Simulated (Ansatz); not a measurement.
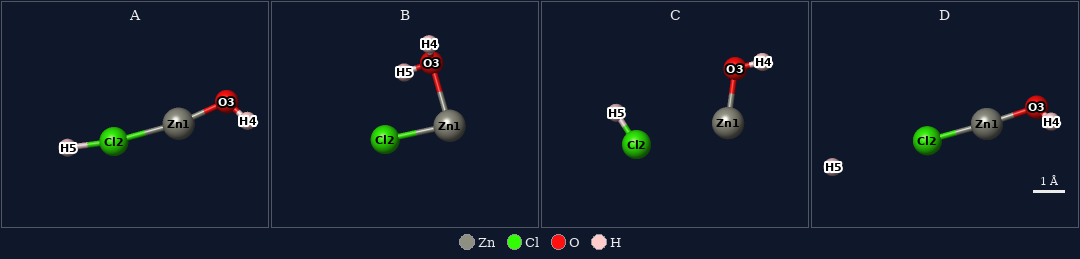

4 geometries from a converged minimum-energy path of ZnH2OCl (multiplicity 2), made up at the start of ZnHOCl and H, shuffled. The picture is a ball-and-stick view, seen from a free direction.

All numbers below come from Ansatz, UKS PBE0-D4/def2-SVP. Run with 7 movable images; climbing image; force threshold 0.03 eV/Å; iteration limit 60; starting path through a guess of the saddle point.

Which of them lies highest in energy?

A. In order along the path, whose images run from 0 to 8: D (image 0, 0.0 kcal/mol), A (image 3, +10.4 kcal/mol), C (image 5, −1.8 kcal/mol), B (image 8, −41.4 kcal/mol). Forming: O3–H5 (7.20 → 5.62 at the top → 0.98 Å).

Limits of the set-up: the start holds two separate molecules, 3.3 Å apart at their closest, whose relative position is a soft coordinate.
